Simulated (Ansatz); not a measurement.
Relaxed Al2Cu (Al2Cu type, space group I4/mcm):

```
Al2Cu
1.0
   -3.00102     3.00102     2.40723
    3.00102    -3.00102     2.40723
    3.00102     3.00102    -2.40723
Al Cu
4 2
Direct
  0.65893   0.15893   0.81786
  0.84107   0.65893   0.50000
  0.15893   0.34107   0.50000
  0.34107   0.84107   0.18214
  0.25000   0.25000   0.00000
  0.75000   0.75000   0.00000
```

In each cell atom 1 (Al, nearest neighbour Cu at 2.559 Å; its periodic images, 4.8 Å or more away, move with it) moves by s·(0.707, 0.707, 0.000) (along Cartesian [110]), the rest being held.

Calculation: PBEsol (plane waves to 420 eV, PAW, scalar-relativistic; Ansatz, a program for electronic structure). k mesh 10×10×10 (Γ-centred), Fermi-Dirac smearing 0.05 eV. Energies are smeared free energies. Stress and pressure are positive under compression. With partly filled bands, energies and forces of such displacements shift with the k mesh and the smearing. Al2Cu is run without spin polarisation. Al2Cu was relaxed with its symmetry unable to fall. The PAW data are Ansatz's earlier set. The zero of ΔE is the undisplaced structure.

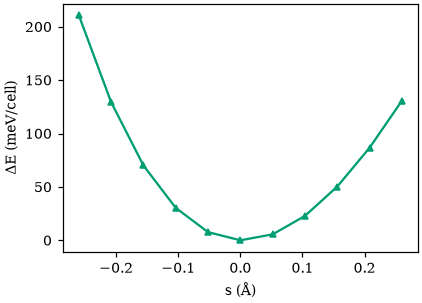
*ΔE (meV/cell) against s (Å); one marker a computed point.*

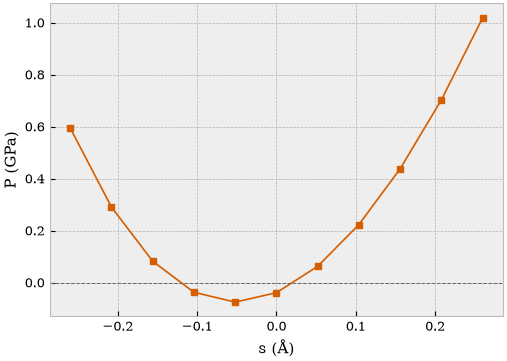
Fig. 1. P (GPa) against s (Å); computed points joined by lines.

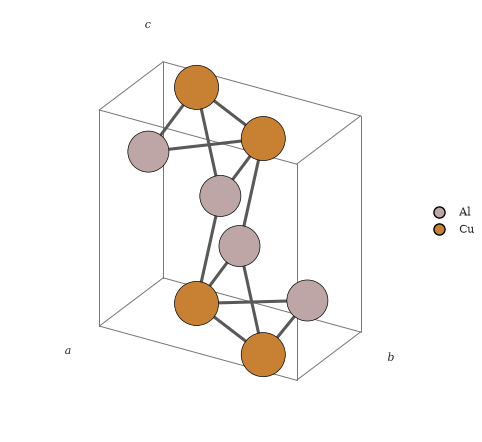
Figure. The cell of the calculation at s = -0.260 Å.

The force constant k = d²E/ds² at s = 0 (finite differences) is 4.89 eV/Å² and the force along the line at s = -0.260 Å is 1.80 eV/Å. Harmonic estimate at the end of the scan: ½ks² = 165 meV/cell against the computed 131 meV/cell, so the well is softer than harmonic there. Shape of the curve: a single well with its minimum at or next to zero displacement. Symmetry of the curve: not even: the negative side lies higher at ±0.260 Å.

The forces along the line at the two nearest points give (0.285 − (-0.224)) / (2·0.052) = 4.89 eV/Å²; the next pair corrects for the finite step.

(A displaced cell: forces are minus the slopes of the energy, force constants its curvatures, and phonons follow from these.)
